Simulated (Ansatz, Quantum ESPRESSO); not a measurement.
# BaCa (Pm-3m): from the cell to the phonon bands, part 3 of 4

How does BaCa (Pm-3m) vibrate, and is this structure a minimum?

Quantum ESPRESSO 7.5; DFT PBE, scalar-relativistic, plane waves, SG15 norm-conserving pseudopotentials.

So far, lowest frequency on the path (cm⁻¹): step 7 (interpolated phonon bands) -7.32. Also highest frequency (cm⁻¹): step 7 123. The relaxed cell has a = 4.726 Å (conventional setting).

The structure was built from a prototype and need not be the compound's stable phase.

**8. Sums over the zone**

Sums over the zone need many more wavevectors than were solved, so the interpolation is sampled on a dense mesh.

matdyn.in

```
&INPUT
  asr    = 'simple'
  flfrc  = 'x.fc'
  dos    = .true.
  fldos  = 'x.dos'
  nk1    = 10
  nk2    = 10
  nk3    = 10
  deltaE = 0.3
/
```

Command:

```sh
$ matdyn.x -in matdyn.in > matdyn.out
```

Numbers of over 12 decimals in the logs are rounded to 6 here.

The log of the run:

```text
[banner, memory and clock lines left out]
Program MATDYN v.7.5

 mass for atomic type   1 not given; uses mass from file x.fc
 mass for atomic type   2 not given; uses mass from file x.fc
     Message from routine matdyn:
     Z* not found in file x.fc, TO-LO splitting at q=0 will be absent!

Note: The following floating-point exceptions are signalling: IEEE_UNDERFLOW_FLAG
```

Elapsed: 1.3 s, on 1 thread of Arm Neoverse V2, shared host.

Read from the output:

* share of modes beyond 3i cm⁻¹ on the dense interpolated mesh: 2.00e-4

The phonon density of states has structure finer than the step of the table below, so its rows give means over 10 cm⁻¹, whole bins alone (the curve runs from -6.83 to 123 cm⁻¹). Peaks (cm⁻¹: height): total 49.6: 0.124, 56.2: 0.319, 97.0: 0.180, 109.6: 0.187; Ba 49.6: 0.108, 56.2: 0.310; Ca 97.0: 0.149, 109.6: 0.169.

Tetrahedra. The phonon density of states by wavenumber; means over each step; values in 1/cm⁻¹/cell:

```
wavenumber (cm⁻¹)    total       Ba       Ca
                0  0.00202  0.00154   4.8e-4
               10  0.00818  0.00620  0.00199
               20   0.0242   0.0181  0.00611
               30   0.0435   0.0328   0.0107
               40   0.0529   0.0420   0.0109
               50   0.0849   0.0747   0.0102
               60   0.0820   0.0795  0.00248
               70  0.00190  0.00188   2.0e-5
               80  0.00185   2.4e-4  0.00161
               90   0.0332  0.00476   0.0284
              100    0.112   0.0186   0.0933
              110    0.132   0.0152    0.117
```

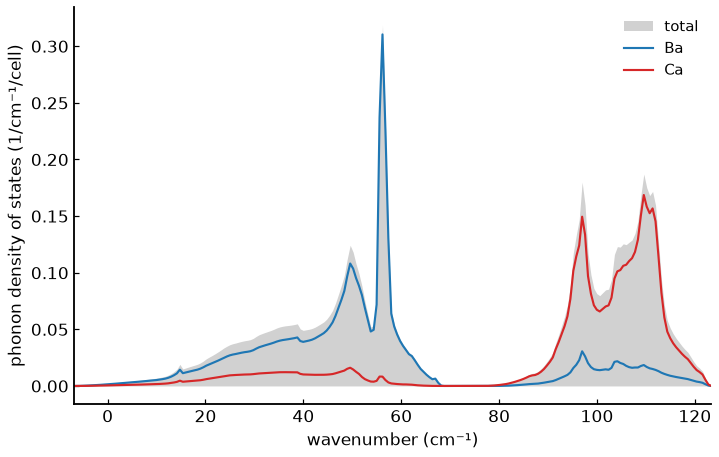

Phonon density of states against wavenumber.

**9. Zone-centre analysis**

A rigid shift of the crystal must cost nothing, but grids and finite bases break this; the acoustic sum rule is imposed before the matrix is diagonalised again.

dynmat.in

```
&INPUT
  fildyn = 'x.dyn1'
  asr    = 'simple'
  fileig = 'dynmat.eig'
/
```

Command:

```sh
$ dynmat.x -in dynmat.in > dynmat.out
```

The log of the run:

```text
[banner, memory and clock lines left out]
Program DYNMAT v.7.5

     Reading Dynamical Matrix from file x.dyn1
     ...Force constants read
     ...epsilon and Z* not read (not found on file)
     A direction for q was not specified:TO-LO splitting will be absent

     Polarizability (A^3 units)
     multiply by 1.000000 for Clausius-Mossotti correction
         0.000000    0.000000    0.000000
         0.000000    0.000000    0.000000
         0.000000    0.000000    0.000000

     IR activities are in (D/A)^2/amu units

# mode   [cm-1]    [THz]      IR
    1      0.00    0.0000    0.0000
    2      0.00    0.0000    0.0000
    3      0.00    0.0000    0.0000
    4    123.15    3.6919    0.0000
    5    123.15    3.6919    0.0000
    6    123.15    3.6919    0.0000
```

Elapsed: 0.47 s, on 1 thread.

This step gave:

```yaml
highest_optical_zone_centre_mode_no_lo_to_term: 123.2 cm⁻¹
lowest_optical_zone_centre_mode: 123.2 cm⁻¹
```

Unit eigenvectors of the mass-weighted matrix after the sum rule; no LO-TO term. Modes at Γ, with each element's share of the kinetic energy:

```
mode  frequency (cm⁻¹)  symmetry  Ba %  Ca %
   1               0.0  acoustic    77    23
   2               0.0  acoustic    77    23
   3               0.0  acoustic    77    23
   4             123.2       T1u    23    77
   5             123.2       T1u    23    77
   6             123.2       T1u    23    77
```

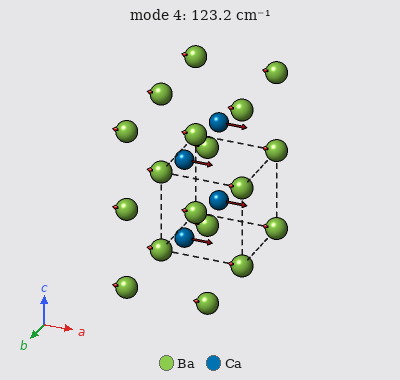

Displacement patterns of mode 4 at Γ; arrows are exaggerated. 1×2×2 cells are drawn. Some periodic images of atoms are drawn too.

The rule also moves an optical mode by 1.1 cm⁻¹.

**10. Sum rules set otherwise (asr no)**

Without the rule the raw error of the acoustic modes shows.

dynmat.in

```
&INPUT
  fildyn = 'x.dyn1'
  asr    = 'no'
  fileig = 'dynmat.eig'
/
```

Command:

```sh
$ dynmat.x -in dynmat.in > dynmat.out
```

The log of the run:

```text
[banner, memory and clock lines left out]
Program DYNMAT v.7.5

     Reading Dynamical Matrix from file x.dyn1
     ...Force constants read
     ...epsilon and Z* not read (not found on file)
     A direction for q was not specified:TO-LO splitting will be absent

     Polarizability (A^3 units)
     multiply by 1.000000 for Clausius-Mossotti correction
         0.000000    0.000000    0.000000
         0.000000    0.000000    0.000000
         0.000000    0.000000    0.000000

     IR activities are in (D/A)^2/amu units

# mode   [cm-1]    [THz]      IR
    1     -7.62   -0.2285    0.0000
    2     -7.62   -0.2285    0.0000
    3     -7.62   -0.2285    0.0000
    4    122.04    3.6588    0.0000
    5    122.04    3.6588    0.0000
    6    122.04    3.6588    0.0000
```

Run time: 0.47 s. Hardware: 1 thread.

Numbers from this step:

```yaml
highest_optical_zone_centre_mode_no_lo_to_term: 122.0 cm⁻¹
lowest_optical_zone_centre_mode: 122.0 cm⁻¹
```

Zone-centre frequencies as printed; negative means imaginary. Modes:

```
mode  frequency (cm⁻¹)
   1             -7.62
   2             -7.62
   3             -7.62
   4               122
   5               122
   6               122
```

Against the first rule no mode moves by more than 7.7 cm⁻¹.

**11. Sum rules set otherwise (asr crystal)**

The rule can be imposed in more than one way; the choices should agree where the raw error is small.

dynmat.in

```
&INPUT
  fildyn = 'x.dyn1'
  asr    = 'crystal'
  fileig = 'dynmat.eig'
/
```

Command:

```sh
$ dynmat.x -in dynmat.in > dynmat.out
```

The log of the run:

```text
[banner, memory and clock lines left out]
Program DYNMAT v.7.5

     Reading Dynamical Matrix from file x.dyn1
     ...Force constants read
     ...epsilon and Z* not read (not found on file)
     Acoustic Sum Rule: || Z*(ASR) - Z*(orig)|| =    0.000000E+00
     Acoustic Sum Rule: ||dyn(ASR) - dyn(orig)||=    1.881815E-03
     A direction for q was not specified:TO-LO splitting will be absent

     Polarizability (A^3 units)
     multiply by 1.000000 for Clausius-Mossotti correction
         0.000000    0.000000    0.000000
         0.000000    0.000000    0.000000
         0.000000    0.000000    0.000000

     IR activities are in (D/A)^2/amu units

# mode   [cm-1]    [THz]      IR
    1     -0.00   -0.0000    0.0000
    2     -0.00   -0.0000    0.0000
    3     -0.00   -0.0000    0.0000
    4    122.82    3.6821    0.0000
    5    122.82    3.6821    0.0000
    6    122.82    3.6821    0.0000
```

Wall time 0.47 s (1 thread).

Numbers from this step:

* highest optical zone-centre mode (no LO-TO term): 122.8 cm⁻¹
* lowest optical zone-centre mode: 122.8 cm⁻¹

Zone-centre frequencies as printed; negative means imaginary. Modes:

```
mode  frequency (cm⁻¹)
   1                 0
   2                 0
   3                 0
   4             122.8
   5             122.8
   6             122.8
```

Against the first rule no mode moves by more than 0.4 cm⁻¹.

**12. The dispersion under another sum rule (asr all)**

The sum rule corrects the force constants themselves, so it can shift branches at any wavevector, low ones most.

matdyn.in

```
&INPUT
  asr              = 'all'
  flfrc            = 'x.fc'
  flfrq            = 'x.freq'
  flvec            = 'x.modes'
  q_in_band_form   = .true.
  q_in_cryst_coord = .true.
/
8
  0.0000000   0.0000000   0.0000000   8  ! GAMMA
  0.0000000   0.5000000   0.0000000   8  ! X
  0.5000000   0.5000000   0.0000000   8  ! M
  0.0000000   0.0000000   0.0000000   8  ! GAMMA
  0.5000000   0.5000000   0.5000000   8  ! R
  0.0000000   0.5000000   0.0000000   1  ! X
  0.5000000   0.5000000   0.5000000   8  ! R
  0.5000000   0.5000000   0.0000000   1  ! M
```

Command:

```sh
$ matdyn.x -in matdyn.in > matdyn.out
```

The log of the run:

```text
[banner, memory and clock lines left out]
Program MATDYN v.7.5

 mass for atomic type   1 not given; uses mass from file x.fc
 mass for atomic type   2 not given; uses mass from file x.fc
 Norm of the difference between old and new effective charges:    0.000000

 Huang before:    1   1   1   2,   residual stress:   0.000000
 Huang before:    1   1   1   3,   residual stress:   0.000000
 Huang before:    1   1   2   2,   residual stress:   0.000000
 Huang before:    1   1   2   3,   residual stress:   0.000000
 Huang before:    1   1   3   3,   residual stress:   0.000000
 Huang before:    1   2   1   3,   residual stress:   0.000000
 Huang before:    1   2   2   2,   residual stress:   0.000000
 Huang before:    1   2   2   3,   residual stress:   0.000000
 Huang before:    1   2   3   3,   residual stress:   0.000000
 Huang before:    1   3   2   2,   residual stress:   0.000000
 Huang before:    1   3   2   3,   residual stress:   0.000000
 Huang before:    1   3   3   3,   residual stress:   0.000000
 Huang before:    2   2   2   3,   residual stress:   0.000000
 Huang before:    2   2   3   3,   residual stress:   0.000000
 Huang before:    2   3   3   3,   residual stress:   0.000000

 Norm of the difference between old and new force-constants:   0.000665322

     Message from routine matdyn:
     Z* not found in file x.fc, TO-LO splitting at q=0 will be absent!
     Message from routine matdyn:
     Z* not found in file x.fc, TO-LO splitting at q=0 will be absent!

Note: The following floating-point exceptions are signalling: IEEE_UNDERFLOW_FLAG

   You are using asr="all", please consider citing C. Lin, S. Ponc\'e and N. Marzari, npj Comput Mater 8, 236 (2022).
```

The job ended after 0.48 s (1 thread).

This step gave:

| Property | Result |
| --- | --- |
| lowest frequency on the path | -8.945 cm⁻¹ |

At the labelled points the branches move by no more than 2.5 cm⁻¹.

(Part 3 of 4 ends here.)

[Host names and launcher messages were left out of these logs when they were recorded.]

[Logs are printed without paths, hosts, clocks, repeated set-up lines and the standing remarks that a program may print on its own settings, such as how far it seeks lower states.]

[Hosts, paths, dates, database ids (printed as entryN), source tags and the programs' standing remarks are cut or masked in the printed files.]
